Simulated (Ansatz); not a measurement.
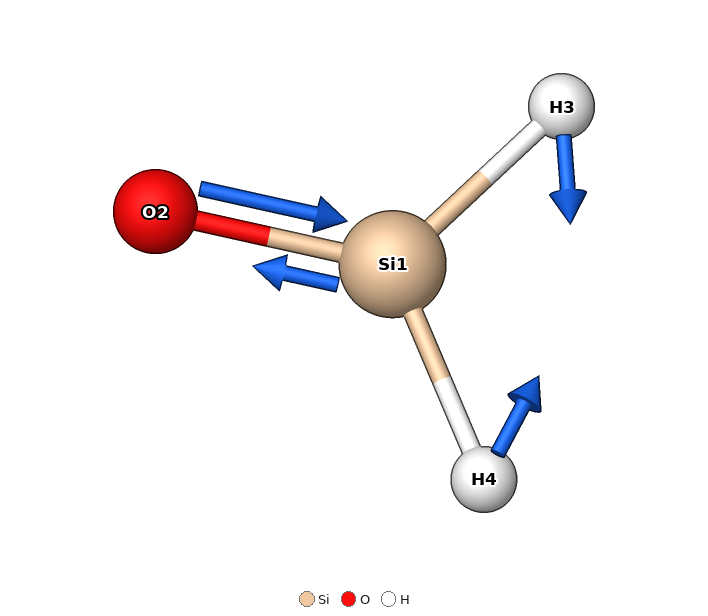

The arrows show one normal mode. Harmonic vibrations computed with RKS PBE0-D4/def2-TZVP (Ansatz 0.2.0) at a stationary point of the same level.

### At what wavenumber does it lie?

1246 cm⁻¹; it is mode 4 of 6 counted from the lowest.
